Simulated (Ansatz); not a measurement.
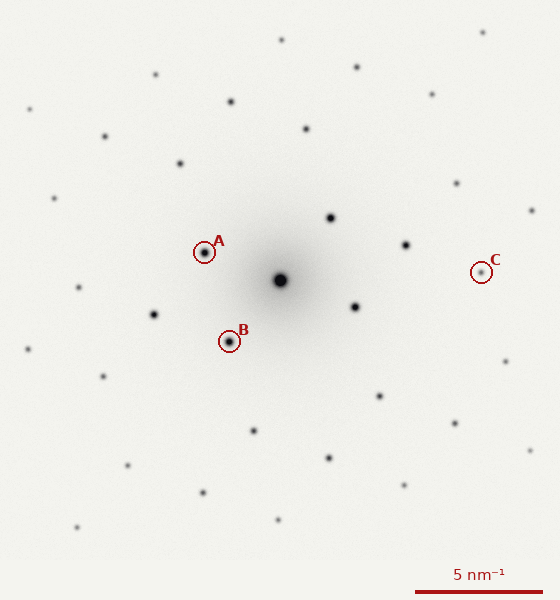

Computed electron diffraction pattern, 200 kV, single scattering only, B = 0.5 Å². The zone axis points towards the electron source and the pattern is seen from the source side.

The sample is Si, space group Fd-3m (No. 227), a = 5.470 Å. Structure: the input geometry of an electronic-structure calculation (not necessarily at equilibrium).

Spot A is indexed -1 1 -1 and spot B -1 1 1.

What are the indices of the remaining marked spot?

Answer. C = −2A − B = 3 -3 1 (d = 1.255 Å).

Find the zone axis.

Answer. The cross product of A and B is parallel to [110]; every spot obeys hu + kv + lw = 0.

What are the spacings of A and B and the angle between them?

Answer. d(A) = 3.158 Å, d(B) = 3.158 Å, and the angle is 70.5°.
